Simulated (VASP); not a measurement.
Band structure of PtTe$_{2}$ (1T layered). Computed with PW91 GGA, VASP's PBE PAW potentials (set 64) (plane waves; VASP).

Unless said otherwise, spin-orbit coupling is left out, though it shifts the bands of the heavy elements here.

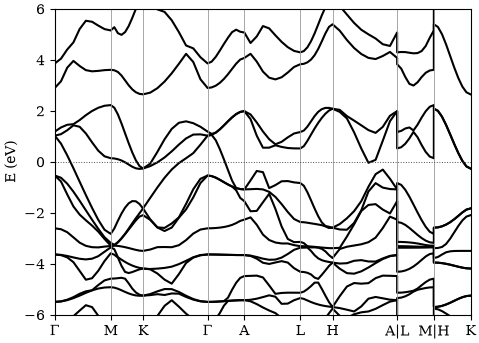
Figure: Bands along high-symmetry lines, zero at the valence-band maximum or, without a gap, the Fermi level

Problem. Read the plot: is there a gap, and where are the band edges?

Solution. It has no gap at this level: it comes out as a metal or semimetal. (Edges off the drawn lines would not show.)

The compound is PtTe2 in the 1T layered structure. It was relaxed first, which changed the volume by +7 %.
